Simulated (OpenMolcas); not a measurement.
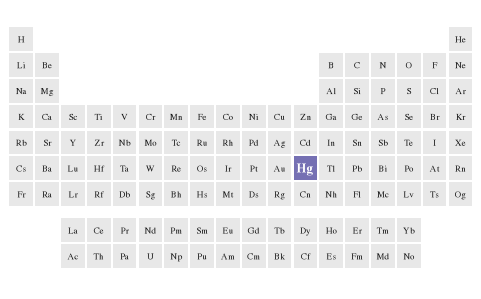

Fig. 1: The place of mercury in the periodic table.

Multiconfigurational calculation, with input and output: Hg

- system: Hg.
- method: state-averaged MS-CASPT2, IPEA shift 0.25, imaginary shift 0.1 hartree, semicore shells correlated, active space 2 electrons in the shells 6s 6p, basis ANO-RCC-VQZP, DKH3 scalar Hamiltonian, spin-orbit coupling by RASSI with atomic mean-field integrals (OpenMolcas)

Input file:
```
&GATEWAY
Coord
1

Hg 0.0 0.0 0.0
Basis=ANO-RCC-VQZP
Group=XYZ
NoMove
AngMom=0.0 0.0 0.0
AMFI
&SEWARD
Relativistic=R03O02
&RASSCF
FileOrb=start.orb
Symmetry=1
Spin=3
nActEl=2 0 0
Inactive=20 19
Ras2=1 3
CIRoot=3 3 1
SDav=3
CIMx=300
Iter=120 100
PrWF=0.3
OrbListing=Nothing
MaxOrb=0
Atom
>>> COPY $Project.JobIph JOB001
&RASSCF
FileOrb=start.orb
Symmetry=1
Spin=1
nActEl=2 0 0
Inactive=20 19
Ras2=1 3
CIRoot=1 1 1
SDav=7
CIMx=300
Iter=120 100
PrWF=0.3
OrbListing=Nothing
MaxOrb=0
Atom
>>> COPY $Project.JobIph JOB002
&RASSCF
FileOrb=start.orb
Symmetry=2
Spin=3
nActEl=2 0 0
Inactive=20 19
Ras2=1 3
CIRoot=3 3 1
SDav=3
CIMx=300
Iter=120 100
PrWF=0.3
OrbListing=Nothing
MaxOrb=0
Atom
>>> COPY $Project.JobIph JOB003
&RASSCF
FileOrb=start.orb
Symmetry=2
Spin=1
nActEl=2 0 0
Inactive=20 19
Ras2=1 3
CIRoot=3 3 1
SDav=3
CIMx=300
Iter=120 100
PrWF=0.3
OrbListing=Nothing
MaxOrb=0
Atom
>>> COPY $Project.JobIph JOB004
&RASSI
NrOfJobIphs=3 1 3 3
1
1 2 3
1 2 3
IphNames
JOB002
JOB003
JOB004
EJob
SpinOrbit
DIPRint=1.0
SOCoupling=1000.0
Subsets=2
MEES
Property=10
'ANGMOM' 1 'ANGMOM' 2 'ANGMOM' 3 'MLTPL  1' 1 'MLTPL  1' 2 'MLTPL  1' 3
'AMFI' 1 'AMFI' 2 'AMFI' 3 'MLTPL  2' 6
SOProperty=3
'ANGMOM' 1 'ANGMOM' 2 'ANGMOM' 3
>>> COPY JOB002 $Project.JobIph
&CASPT2
Multistate=1 1
Frozen=35 39
IPEA=0.25
Imaginary=0.1
MaxIter=60
WThr=0.0 0.3 0.05
PrWF=0.5
NoMix
```

The file start.orb holds starting orbitals from an earlier step.

Hardware: 1 CPU thread, shared host.

Launched with:
```bash
OMP_NUM_THREADS=1 MOLCAS_MEM=2252 MOLCAS_PROJECT=a pymolcas a.inp > a.log  # once for each step of the input, in one work folder
```

The program's output (extracts):
```
|       MOLCAS_SOURCE = [file]
  |    MOLCAS_STRUCTURE = 0
  |
   --------------------------------------------------------------------------------------
++ ---------   Input file   ---------
>>> COPY JOB002 $Project.JobIph
&CASPT2
Multistate=1 1
Frozen=35 39
IPEA=0.25
Imaginary=0.1
MaxIter=60
WThr=0.0 0.3 0.05
PrWF=0.5
NoMix
-- ----------------------------------
>>> COPY JOB002 a.JobIph
*** symbolic link created: INPORB -> a.RasOrb
--- Start Module: caspt2 at  ---
()()()()()()()()()()()()()()()()()()()()()()()()()()()()()()()()()()()()()()()()()()()()()()()()()()
                                              &CASPT2
                                   only a single process is used
                       available to each process: 2.3 GB of memory, 1 thread
()()()()()()()()()()()()()()()()()()()()()()()()()()()()()()()()()()()()()()()()()()()()()()()()()()
 ###    WARNING: User changed nr of frozen orbitals.                         ###
 ###    ERROR: Too many frozen orbitals!                                     ###
--- Stop Module: caspt2 at  /rc=_RC_INPUT_ERROR_ ---
.####################.
.# User input error #.
.####################.
```

What the run reported:

```
quantity                   value
 outcome  refused by the program
```

What went wrong:

This input holds a deliberate fault: too many frozen. The program refused the input; the driver noted: CASPT2 spin 1: _RC_INPUT_ERROR_.
